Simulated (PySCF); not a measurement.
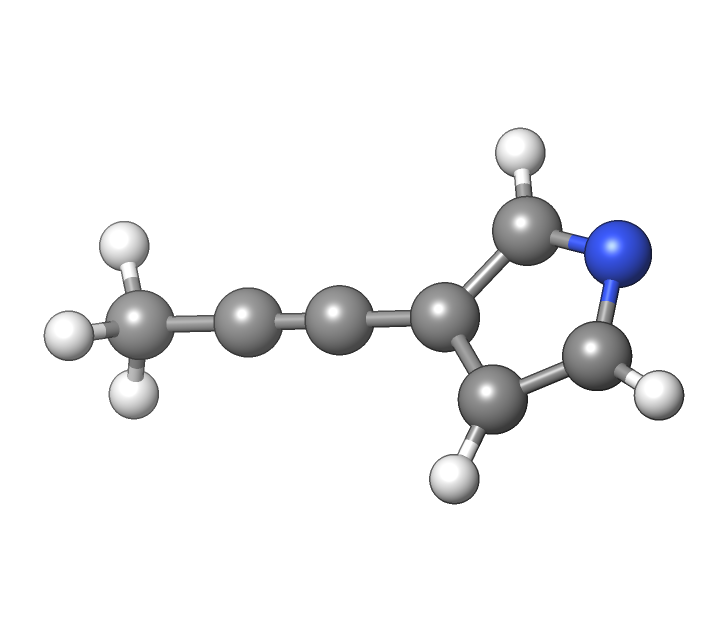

A ball-and-stick model of a molecule. Every bond is drawn as one stick, whatever its order. Colours: carbon grey, nitrogen blue, hydrogen white.

State: charge −1, singlet. Computed geometry: PBE0-D3(BJ)/def2-SVP optimisation. No frequency run is at hand to confirm it as a minimum.

**Count the atoms of each element.**

C7H6N(-), 14 atoms: 7 carbon, 6 hydrogen and 1 nitrogen.

**Name some functional groups or characteristic bonds that it holds.**

Among them: alkyne.

**What is its SMILES?**

CC#Cc1cc[n-]c1

The parts below concern this one geometry. Atoms keep their numbers from picture to picture.

Shape

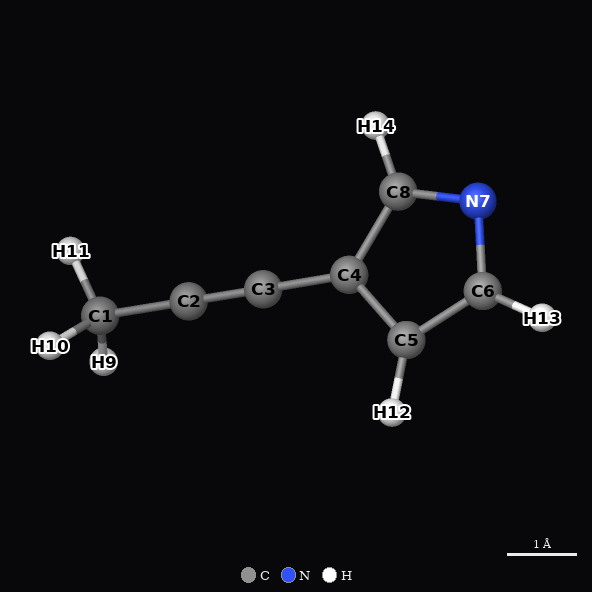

No frequency run is at hand to confirm it as a minimum.

**What is the geometry at N7?**

N7 has 2 neighbours (C6 at 1.36, C8 at 1.34 Å); the arrangement is bent.

**How are the neighbours of atom 4 arranged?**

C4 has 3 neighbours (C3 at 1.41, C5 at 1.43, C8 at 1.42 Å); the arrangement is trigonal planar.

**Describe the coordination of atom 8.**

C8 has 3 neighbours (C4 at 1.42, N7 at 1.34, H14 at 1.10 Å); the arrangement is trigonal planar.

**How are the neighbours of atom 6 arranged?**

C6 has 3 neighbours (C5 at 1.39, N7 at 1.36, H13 at 1.10 Å); the arrangement is trigonal planar.

**What is the dihedral angle C8–C4–C5–C6?**

0° in size, that is syn (eclipsed).

Levels of theory compared

No frequency run is at hand to confirm it as a minimum. Program: PySCF 2.14.0.

At this fixed geometry, give HOMO energy (eV) at these levels: B3LYP/def2-SVPD; B3LYP/def2-SVPD in dichloromethane (IEF-PCM); B3LYP/def2-SVPD in water (IEF-PCM); PBE0/pcSseg-1 in dichloromethane (IEF-PCM); PBE0/pcSseg-1 in water (IEF-PCM).

```json
{"level": "B3LYP/def2-SVPD", "HOMO energy (eV)": "−0.52"}
{"level": "B3LYP/def2-SVPD in dichloromethane (IEF-PCM)", "HOMO energy (eV)": "−4.37"}
{"level": "B3LYP/def2-SVPD in water (IEF-PCM)", "HOMO energy (eV)": "−4.83"}
{"level": "PBE0/pcSseg-1 in dichloromethane (IEF-PCM)", "HOMO energy (eV)": "−4.53"}
{"level": "PBE0/pcSseg-1 in water (IEF-PCM)", "HOMO energy (eV)": "−5.00"}
```

NMR shielding

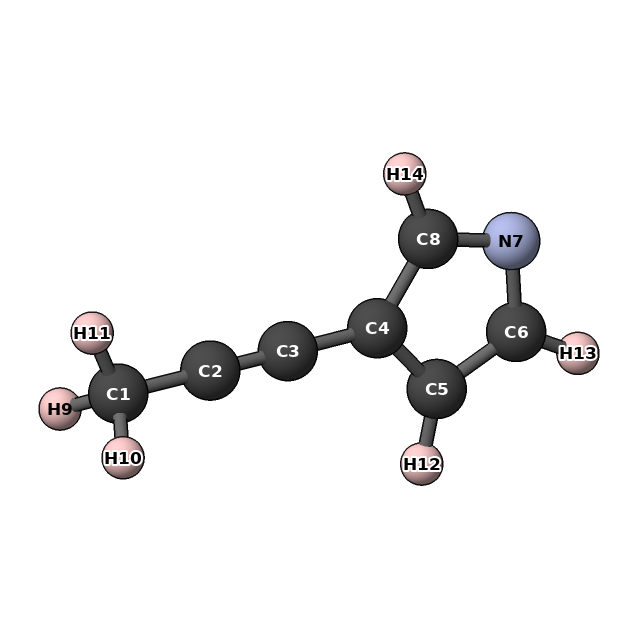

No frequency run is at hand to confirm it as a minimum. Properties computed with GIAO PBE0/pcSseg-1 NMR shielding, non-relativistic, IEF-PCM dichloromethane (PySCF 2.14.0). Principal shieldings σ11 ≤ σ22 ≤ σ33, span Ω = σ33 − σ11, skew κ = 3(σiso − σ22)/Ω.

Give the shielding tensors of the N atoms.

| atom | σ11 | σ22 | σ33 | σiso | Ω | κ |
| --- | --- | --- | --- | --- | --- | --- |
| N7 | −238.8 | −85.7 | 245.3 | −26.4 | 484.1 | 0.37 |

Shieldings and span in ppm.

Charges

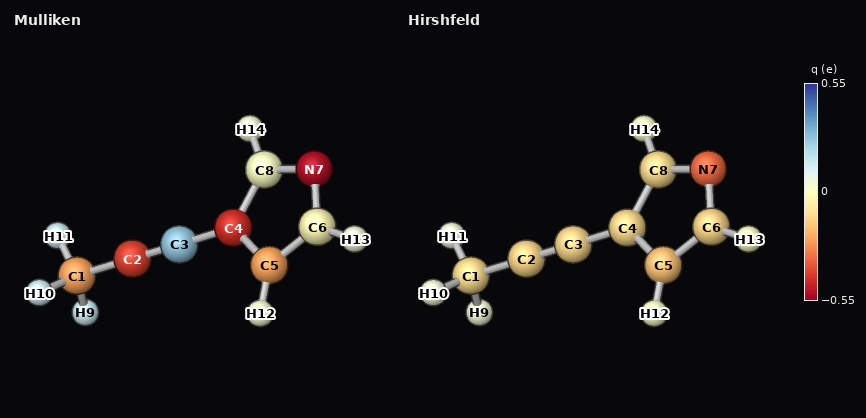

Atomic charges of one calculation by 2 schemes, on one colour scale. No frequency run is at hand to confirm it as a minimum. Computed with PBE0/pcSseg-1 in dichloromethane (IEF-PCM) (PySCF 2.14.0).

**Which scheme gives the most polar picture (largest mean size of the charges)?**

The Mulliken charges are the largest in size here.

**On which atom do the schemes disagree most?**

On C3 (from −0.12 to 0.26 e).

List the charges (e), one line for each set of equivalent atoms. Atoms whose distances differ by more than 0.02 Å in this geometry are listed apart.

| atom | Mulliken | Hirshfeld |
| --- | --- | --- |
| C1 | −0.23 | −0.11 |
| C2 | −0.41 | −0.12 |
| C3 | 0.26 | −0.12 |
| C4 | −0.44 | −0.11 |
| C5 | −0.23 | −0.17 |
| C6 | −0.02 | −0.12 |
| N7 | −0.51 | −0.33 |
| C8 | 0.01 | −0.11 |
| H9 | 0.15 | 0.05 |
| H10 | 0.15 | 0.05 |
| H11 | 0.15 | 0.05 |
| H12 | 0.04 | 0.02 |
| H13 | 0.06 | 0.01 |
| H14 | 0.04 | 0.01 |

Mulliken values depend strongly on the basis set and can even reverse the polarity of a bond.
